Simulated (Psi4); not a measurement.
**BF: geometry relaxation (part 1 of 3)**

System: BF (13768-60-0), SMILES [B]F.
Method: PBE0/aug-cc-pVQZ, RKS (Psi4 1.11).

The geometry comes from this level: PBE0-D4/def2-TZVP.

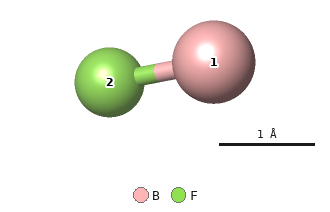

*The structure as given in the input (ball-and-stick view, seen at a tilt; atoms are numbered from 1 in the order of the input).*

Bond lengths as drawn: B–F 1.26 Å.

## Input file (calc.py)
```python
import psi4

psi4.set_memory('1600 MB')
psi4.set_num_threads(1)
psi4.set_output_file('psi4.out', False)

m = psi4.geometry("""
0 1
B      0.00000000     0.00000000    -0.01766894
F      0.00000000     0.00000000     2.36922523
units bohr
symmetry c1
""")

psi4.set_options({
    'puream': True,
    'scf_type': 'df',
    'dft_radial_points': 99,
    'dft_spherical_points': 590,
    'g_convergence': 'gau_tight',
    'geom_maxiter': 50,
})

e, wfn = psi4.optimize("pbe0/aug-cc-pVQZ", return_wfn=True)
print('E =', round(e, 9))
print(m.to_string(dtype='xyz', units='Angstrom'))
```

Hardware: 1 thread of Intel Xeon @ 2.70GHz, 189 GiB of memory available, shared host.

Run as:
```bash
python calc.py
```

## What the program printed
```
Psi4 1.11 release

gradient() will perform analytic gradient computation.

   => Loading Basis Set <=

    Name: AUG-CC-PVQZ
    Role: ORBITAL
    Keyword: BASIS

         ---------------------------------------------------------
                                   SCF
                              RKS Reference
                        1 Threads,   1525 MiB Core
         ---------------------------------------------------------

  ==> Geometry <==

    Molecular point group: c1
    Full point group: C_inf_v

    Geometry (in Bohr), charge = 0, multiplicity = 1:

       Center              X                  Y                   Z               Mass
    ------------   -----------------  -----------------  -----------------  -----------------
         B            0.000000000000     0.000000000000    -1.511184291666    11.009305360000
         F            0.000000000000     0.000000000000     0.875709878334    18.998403162730

  Running in c1 symmetry.

  Rotational constants: A = ************  B =      1.51595  C =      1.51595 [cm^-1]
  Rotational constants: A = ************  B =  45446.91644  C =  45446.91644 [MHz]
  Nuclear repulsion =   18.852951490513714

  Charge       = 0
  Multiplicity = 1
  Electrons    = 14
  Nalpha       = 7
  Nbeta        = 7

  ==> Algorithm <==

  SCF Algorithm Type is DF.
  DIIS enabled.
  MOM disabled.
  Fractional occupation disabled.
  Guess Type is SAD.
  Energy threshold   = 1.00e-08
  Density threshold  = 1.00e-08
  Integral threshold = 1.00e-12

  ==> Primary Basis <==

  Basis Set: AUG-CC-PVQZ
    Blend: AUG-CC-PVQZ
    Number of shells: 40
    Number of basis functions: 160
    Number of Cartesian functions: 210
    Spherical Harmonics?: true
    Max angular momentum: 4

  ==> DFT Potential <==

   => LibXC <=

    Version 7.1.2

   => Composite Functional: PBE0 <=

    PBE0 Hyb-GGA Exchange-Correlation Functional

    Deriv               =              1
    GGA                 =           TRUE
    Meta                =          FALSE

    Exchange Hybrid     =           TRUE
    MP2 Hybrid          =          FALSE

   => Exchange Functionals <=

    0.7500   Perdew, Burke & Ernzerhof

   => Exact (HF) Exchange <=

    0.2500               HF

   => Correlation Functionals <=

    1.0000   Perdew, Burke & Ernzerhof

   => LibXC Density Thresholds  <==

    XC_HYB_GGA_XC_PBEH:  1.00E-15

   => Molecular Quadrature <=

    Radial Scheme          =       TREUTLER
    Pruning Scheme         =           NONE
    Nuclear Scheme         =       TREUTLER

    Blocking Scheme        =         OCTREE
    BS radius alpha        =              1
    Pruning alpha          =              1
    Radial Points          =             99
    Spherical Points       =            590
    Total Points           =         115222
    Total Blocks           =            933
    Max Points             =            256
    Max Functions          =            160
    Weights Tolerance      =       1.00E-15

   => Loading Basis Set <=

    Name: (AUG-CC-PVQZ AUX)
    Role: JKFIT
    Keyword: DF_BASIS_SCF

  ==> Integral Setup <==

  DFHelper Memory: AOs need 0.061 GiB; user supplied 0.634 GiB.
  SCF_SUBTYPE=INCORE selected. In-core MEM_DF algorithm will be used.
  Using in-core AOs.

  ==> MemDFJK: Density-Fitted J/K Matrices <==

    J tasked:                   Yes
    K tasked:                   Yes
    wK tasked:                   No
    Memory [MiB]:               649
    Algorithm:                 Core
    Schwarz Cutoff:           1E-12
    Mask sparsity (%):       0.0000
    Fitting Condition:        1E-10

   => Auxiliary Basis Set <=

  Basis Set: (AUG-CC-PVQZ AUX)
    Blend: AUG-CC-PVQZ-JKFIT
    Number of shells: 68
    Number of basis functions: 284
    Number of Cartesian functions: 396
    Spherical Harmonics?: true
    Max angular momentum: 5

  Cached 100.0% of DFT collocation blocks in 0.484 [GiB].

  Minimum eigenvalue in the overlap matrix is 1.0465889513E-04.
  Reciprocal condition number of the overlap matrix is 1.8746143744E-05.
    Using symmetric orthogonalization.

  ==> Pre-Iterations <==

  SCF Guess: Superposition of Atomic Densities via on-the-fly atomic UHF (no occupation information).

   -------------------------
    Irrep   Nso     Nmo
   -------------------------
     A        160     160
   -------------------------
    Total     160     160
   -------------------------

  ==> Iterations <==

                           Total Energy        Delta E     RMS |[F,P]|

   @DF-RKS iter SAD:  -124.10316673380419   -1.24103e+02   0.00000e+00
   @DF-RKS iter   1:  -124.55448980363948   -4.51323e-01   1.99424e-03 ADIIS/DIIS
   @DF-RKS iter   2:  -124.53491376083372    1.95760e-02   2.69519e-03 ADIIS/DIIS
   @DF-RKS iter   3:  -124.58369671572466   -4.87830e-02   3.62516e-04 ADIIS/DIIS
   @DF-RKS iter   4:  -124.58507430637341   -1.37759e-03   2.13414e-05 DIIS
   @DF-RKS iter   5:  -124.58507722714138   -2.92077e-06   5.03830e-06 DIIS
   @DF-RKS iter   6:  -124.58507746019964   -2.33058e-07   3.90946e-07 DIIS
   @DF-RKS iter   7:  -124.58507746191825   -1.71860e-09   9.00438e-08 DIIS
   @DF-RKS iter   8:  -124.58507746198518   -6.69331e-11   5.56689e-09 DIIS
  Energy and wave function converged.

  ==> Post-Iterations <==

   Electrons on quadrature grid:
      Ntotal   =   14.0000000291 ; deviation = 2.915e-08

    Orbital Energies [Eh]
    ---------------------

    Doubly Occupied:

       1A    -24.856621     2A     -6.891922     3A     -1.333265
       4A     -0.642048     5A     -0.549659     6A     -0.549659
       7A     -0.295335

    Virtual:

       8A     -0.040619     9A     -0.040619    10A      0.014122
      11A      0.031400    12A      0.036619    13A      0.036619
      14A      0.098915    15A      0.105915    16A      0.105915
      17A      0.107839    18A      0.111391    19A      0.111391
      20A      0.174072    21A      0.174072    22A      0.202886
      23A      0.239369    24A      0.244634    25A      0.244634
      26A      0.341813    27A      0.349614    28A      0.366911
      29A      0.366911    30A      0.391889    31A      0.391889
      32A      0.394060    33A      0.394060    34A      0.412006
      35A      0.412006    36A      0.481811    37A      0.505035
      38A      0.505035    39A      0.621990    40A      0.666652
      41A      0.666652    42A      0.684649    43A      0.725044
      44A      0.725044    45A      0.867018    46A      0.867018
      47A      0.907869    48A      1.059689    49A      1.059689
      50A      1.069644    51A      1.182744    52A      1.182744
      53A      1.227197    54A      1.227197    55A      1.246777
      56A      1.246777    57A      1.261908    58A      1.261908
      59A      1.271207    60A      1.276527    61A      1.276527
      62A      1.289258    63A      1.289258    64A      1.314307
      65A      1.380595    66A      1.380595    67A      1.416452
      68A      1.436259    69A      1.436259    70A      1.693836
      71A      1.693836    72A      1.795725    73A      1.964773
      74A      1.964773    75A      1.971102    76A      1.971102
      77A      2.160442    78A      2.228768    79A      2.228768
      80A      2.341174    81A      2.516593    82A      2.516593
      83A      2.572235    84A      2.572235    85A      2.632810
      86A      3.281850    87A      3.334976    88A      3.334976
      89A      3.535832    90A      3.535832    91A      3.599034
      92A      3.599034    93A      3.603452    94A      3.603452
      95A      3.677071    96A      3.677071    97A      3.736889
      98A      3.736889    99A      3.776541   100A      3.776541
     101A      3.777887   102A      3.813752   103A      3.813752
     104A      3.851652   105A      3.851652   106A      4.005388
     107A      4.005388   108A      4.205029   109A      4.395474
     110A      4.395474   111A      4.664361   112A      4.861742
     113A      4.861742   114A      4.872500   115A      4.942586
     116A      4.942586   117A      5.233049   118A      5.233049
     119A      5.238712   120A      5.238712   121A      5.422571
     122A      5.422571   123A      5.432710   124A      5.709516
     125A      5.709516   126A      5.720057   127A      6.041264
     128A      6.041264   129A      6.186014   130A      6.186014
     131A      6.622019   132A      7.012835   133A      7.012835
     134A      7.273284   135A     12.978160   136A     12.984115
     137A     12.984115   138A     13.024195   139A     13.024200
     140A     13.166519   141A     13.166519   142A     13.405169
     143A     13.405170   144A     13.409736   145A     13.409736
     146A     13.599268   147A     15.183730   148A     15.183730
     149A     15.278076   150A     15.399946   151A     15.399947
     152A     15.744049   153A     15.744049   154A     16.184224
     155A     16.184235   156A     16.443640   157A     16.570702
     158A     16.570702   159A     17.553353   160A     54.283875

    Final Occupation by Irrep:
              A
    DOCC [     7 ]
    NA   [     7 ]
    NB   [     7 ]

  @DF-RKS Final Energy:  -124.58507746198518

   => Energetics <=

    Nuclear Repulsion Energy =             18.8529514905137141
    One-Electron Energy =                -208.9048118918396426
    Two-Electron Energy =                  76.3040418680989063
    DFT Exchange-Correlation Energy =     -10.8372589287581498
    Empirical Dispersion Energy =           0.0000000000000000
    VV10 Nonlocal Energy =                  0.0000000000000000
    Total Energy =                       -124.5850774619851791

Computation Completed

Properties will be evaluated at   0.000000,   0.000000,   0.000000 [a0]

Properties computed using the SCF density matrix

 Multipole Moments:

 ------------------------------------------------------------------------------------
     Multipole            Electronic (a.u.)      Nuclear  (a.u.)        Total (a.u.)
 ------------------------------------------------------------------------------------

 L = 1.  Multiply by 2.5417464519 to convert [e a0] to [Debye]
 Dipole X            :         -0.0000000            0.0000000           -0.0000000
 Dipole Y            :          0.0000000            0.0000000            0.0000000
 Dipole Z            :          0.0661438            0.3254674            0.3916113
 Magnitude           :                                                    0.3916113

 ------------------------------------------------------------------------------------

	total time  =          9 seconds =       0.15 minutes

         ------------------------------------------------------------
                                   SCF GRAD
         ------------------------------------------------------------

  ==> Geometry <==

    Molecular point group: c1
    Full point group: C_inf_v

    Geometry (in Bohr), charge = 0, multiplicity = 1:

       Center              X                  Y                   Z               Mass
    ------------   -----------------  -----------------  -----------------  -----------------
         B            0.000000000000     0.000000000000    -1.511184291666    11.009305360000
         F            0.000000000000     0.000000000000     0.875709878334    18.998403162730

  Nuclear repulsion =   18.852951490513714

  ==> Basis Set <==

  Basis Set: AUG-CC-PVQZ
    Blend: AUG-CC-PVQZ
    Number of shells: 40
    Number of basis functions: 160
    Number of Cartesian functions: 210
    Spherical Harmonics?: true
    Max angular momentum: 4

  ==> DFJKGrad: Density-Fitted SCF Gradients <==

    Gradient:                    1
    J tasked:                  Yes
    K tasked:                  Yes
    wK tasked:                  No
    Integrals threads:           1
    Memory [MiB]:             1144
    Schwarz Cutoff:          1E-12
    Fitting Condition:       1E-10

   => Auxiliary Basis Set <=

  Basis Set: (AUG-CC-PVQZ AUX)
    Blend: AUG-CC-PVQZ-JKFIT
    Number of shells: 68
    Number of basis functions: 284
    Number of Cartesian functions: 396
    Spherical Harmonics?: true
    Max angular momentum: 5

   => Molecular Quadrature <=

    Radial Scheme          =       TREUTLER
    Pruning Scheme         =           NONE
    Nuclear Scheme         =       TREUTLER

    Blocking Scheme        =         OCTREE
    BS radius alpha        =              1
    Pruning alpha          =              1
    Radial Points          =             99
    Spherical Points       =            590
    Total Points           =         115222
    Total Blocks           =            933
    Max Points             =            256
    Max Functions          =            160
    Weights Tolerance      =       1.00E-15

  -Total Gradient:
     Atom            X                  Y                   Z
    ------   -----------------  -----------------  -----------------
       1        0.000000000000    -0.000000000000    -0.003556629406
       2        0.000000000000    -0.000000000000     0.003556265908

	total time  =          3 seconds =       0.05 minutes

    			-----------------------------------------

    			 OPTKING 3.0: for geometry optimizations

    			        with contributions from

    			-----------------------------------------

	                            ===> Fragment 1 <==

	 Z (Atomic Numbers)          Masses                          Geom
	       5.000000            11.009305          0.00000000  0.00000000 -1.51118429
	       9.000000            18.998403          0.00000000  0.00000000  0.87570988

	 - Coordinate -           - BOHR/RAD -       - ANG/DEG -
	 R(1,2)           =         2.386894           1.263090

	        --- Internal Coordinate Step in ANG or DEG, aJ/ANG or AJ/DEG ---
	-------------------------------------------------------------------------------
	           Coordinate      Previous         Force          Change          New
	           ----------      --------        ------          ------        ------
	               R(1,2)       1.26309       -0.02930       -0.00239       1.26070
	-------------------------------------------------------------------------------

	                                 ==> Convergence Check <==

	Measures of convergence in internal coordinates in au.

	Criteria marked as inactive (o), active & met (*), and active & unmet ( ).
```
